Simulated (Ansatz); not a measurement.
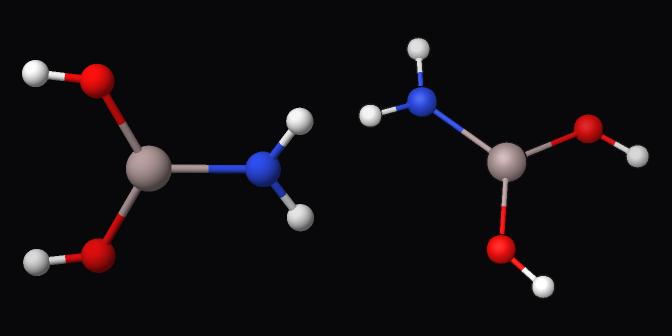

Two views of one molecule. Colours: aluminium light grey, oxygen red, nitrogen blue, hydrogen white.

The computed structure is the end point of a PBE0-D4/def2-TZVP optimisation.

What does the picture show?

It has 8 atoms: 1 aluminium, 4 hydrogen, 1 nitrogen and 2 oxygen (AlH4NO2). All atoms lie on one plane. Coordination: 1 Al trigonal planar; 2 O bent; 1 N trigonal planar.

The parts below concern this one geometry. Atoms keep their numbers from picture to picture.

### Geometry

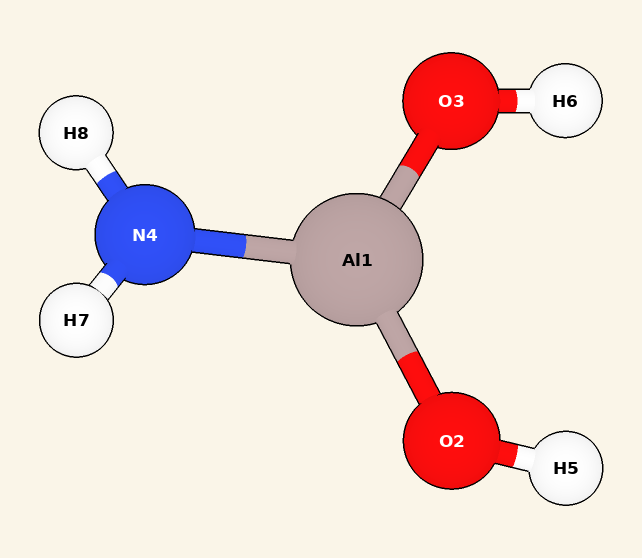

What are the angles O2–Al1–O3, O2–Al1–N4, Al1–O2–H5, Al1–N4–H7, H7–N4–H8?

```
    angle  degrees
O2–Al1–O3    124.7
O2–Al1–N4    117.6
Al1–O2–H5    125.1
Al1–N4–H7    124.5
 H7–N4–H8    111.0
```

### Vibrations

Harmonic vibrations computed with RKS PBE0-D4/def2-TZVP (Ansatz 0.2.0) at a stationary point of the same level.

Question: How many vibrational modes are there, and where do they lie?

Answer: 18 modes: 181, 200, 236, 280, 290, 339, 368, 563, 624, 674, 707, 921, 927, 1562, 3629, 3722, 3986, 3989 cm⁻¹.

### Dipole moment

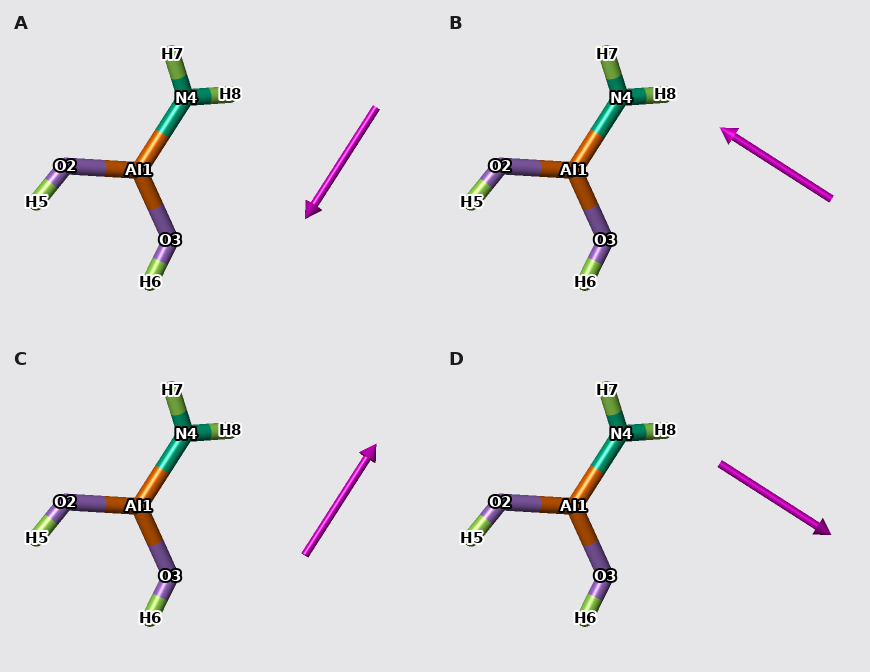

The same molecule four times, each with an arrow. Level of theory: RKS PBE0-D4/def2-TZVP (Ansatz 0.2.0).

Question: Which arrow points along the dipole moment, from the negative to the positive end?

Answer: A. The dipole moment is 1.25 D; it points from the side of H7, H8 to the side of H5, H6 (the outermost atoms at the two ends).

### Charges

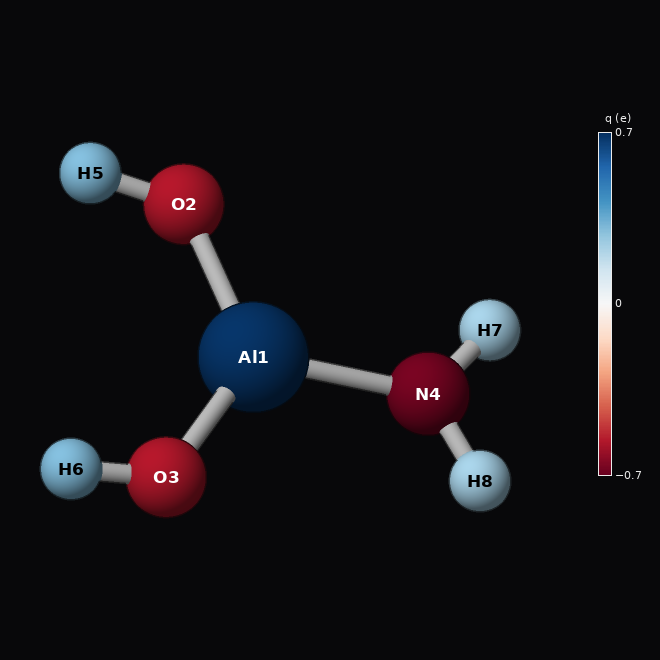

Atoms are coloured by their Mulliken charges. Properties computed with RKS PBE0-D4/def2-TZVP (Ansatz 0.2.0).

List the Mulliken charges.

| atom | value (e) |
| --- | --- |
| Al1 | 0.68 |
| O2 | −0.56 |
| O3 | −0.56 |
| N4 | −0.67 |
| H5 | 0.31 |
| H6 | 0.31 |
| H7 | 0.24 |
| H8 | 0.24 |

Mulliken values depend strongly on the basis set and can even reverse the polarity of a bond.
